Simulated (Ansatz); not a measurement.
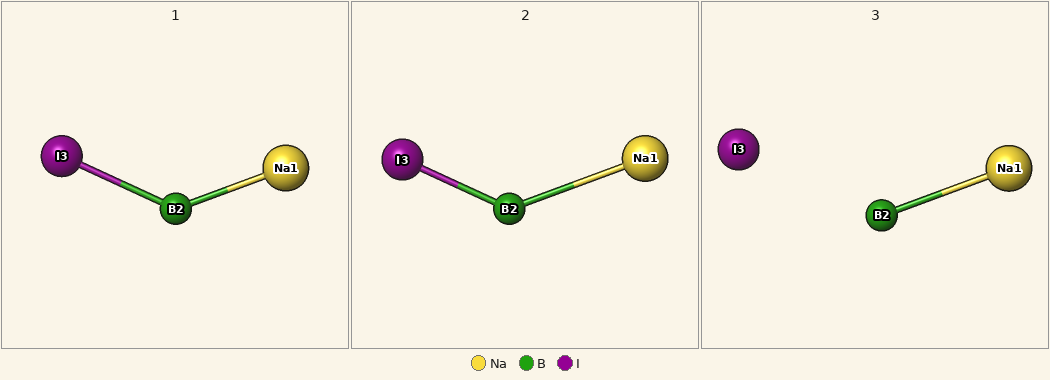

BINa, SMILES [Na][B]I, spin multiplicity 2. Coordinates scanned: (1) bond length Na1–B2; (2) bond length B2–I3. Nothing is relaxed (all other coordinates rigid). Grid: 9 × 9 points. Points are written as (first, second). Energies are in eV, from the relaxed molecule at the same level. Level of theory: UKS PBE0-D4/def2-TZVP in Ansatz.

The numbered pictures are structures from this grid.

Which is the most stable, and how do the others follow?

Answer. 2, at (2.623 Å, 2.134 Å): 0.032 eV; 1, at (2.123 Å, 2.279 Å): 0.39 eV; 3, at (2.457 Å, 2.858 Å): 1.17 eV.

The map, with the structures marked:

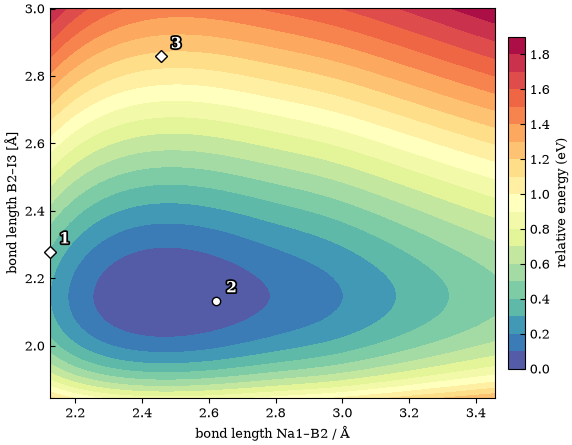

Drawn: filled contours. Between grid points the surface is interpolated.
